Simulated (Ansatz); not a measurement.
Partial pair distribution functions of a relaxed model of amorphous Ge$_{19}$Se$_{38}$Ti, broadened by 0.06 Å; density 4.60 g/cm³. Level of theory: PBE-D3(BJ), scalar-relativistic without spin-orbit coupling, PAW (Ansatz default set, large-core Se) (plane waves to 420 eV; Ansatz, a program for electronic structure).

A CHGNet melt-quench gave the starting glass, which DFT then relaxed. The hot cell started wider than the set density and was brought back towards it in steps. It is the lowest in DFT energy of 3 quenches. It is a model cell: composition and starting density were chosen by hand, and all elements were melted together. The geometry includes D3(BJ) dispersion. Its density started from a set value of 4.26 and ended at 4.60 g/cm³. The simulated quench (nominally 60 K/ps over its main leg) is rapid and tends to freeze in more defects than a deposited or slowly cooled glass has. Values belong to this one cell and scatter from quench to quench. Volume and shape were free in the relaxation.

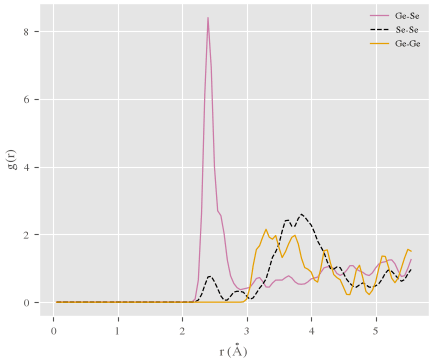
Fig. 1. Partial pair distribution functions

Highest peaks under 4.5 Å: Ge-Se near 2.40 Å, Se-Se near 3.85 Å, Ge-Ge near 3.30 Å; pairs of few atoms are noisy.

Within 2.88 Å each Ge has 3.58 Se neighbours on average.
